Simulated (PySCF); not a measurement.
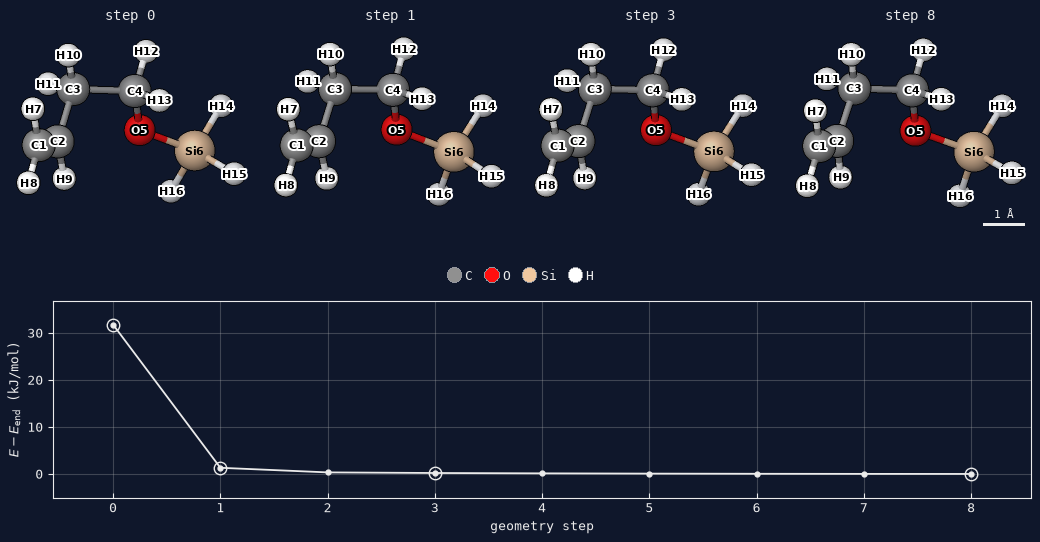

Frames of a relaxation of C₄H₁₀OSi, marked on the history of the run. The picture is a ball-and-stick view, seen from a free direction.

The start comes from GFN2-xTB. Its atoms were then displaced at random by about 0.01 Å.

Computed with PBE0-D3(BJ)/def2-SVP geometry optimisation, gas phase in PySCF. 

Q: Describe the path.

A: The largest move after the best rigid fit is that of H16, 0.25 Å. Largest moves by element: H 0.25 Å, O 0.12 Å, C 0.07 Å, Si 0.04 Å. Near-neighbour distances that change, for instance: C3–C4 1.582 → 1.520 Å, Si6–H14 1.452 → 1.497 Å, O5–Si6 1.620 → 1.666 Å, C1–C2 1.289 → 1.333 Å. Bond angles that change, for instance: O5–Si6–H16 99.1° → 106.5°, C4–O5–Si6 128.2° → 123.5°, H14–Si6–H16 113.8° → 110.0°. The energy falls by 31.8 kJ/mol in 8 geometry steps. From step 0 to 1: H16 moves most (0.26 Å), energy −30.5 kJ/mol. From step 1 to 3: H7 moves most (0.07 Å), energy −1.11 kJ/mol. From step 3 to 8: H9 moves most (0.12 Å), energy −0.20 kJ/mol.
